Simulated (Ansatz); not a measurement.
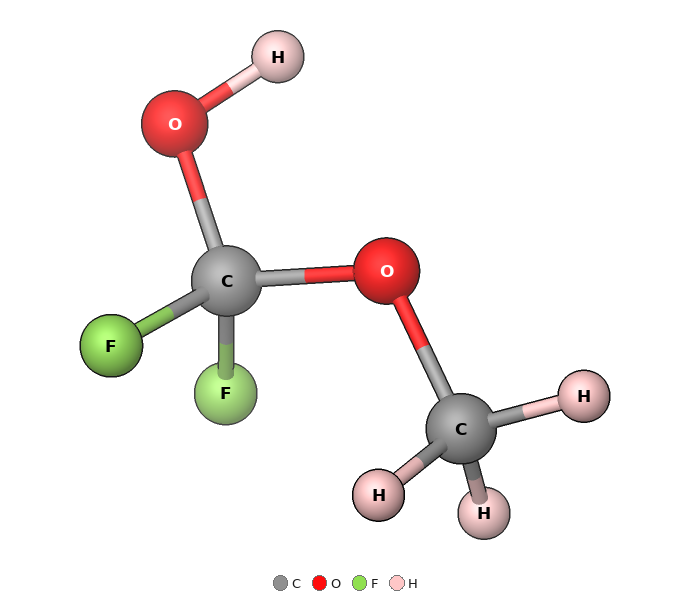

Orthographic view. Atoms fade into the background with distance from the viewer. The computed structure is the end point of a PBE-D4/def2-SVP optimisation. No frequency run is at hand to confirm it as a minimum.

> Give the standard InChI.

InChI=1S/C2H4F2O2/c1-6-2(3,4)5/h5H,1H3
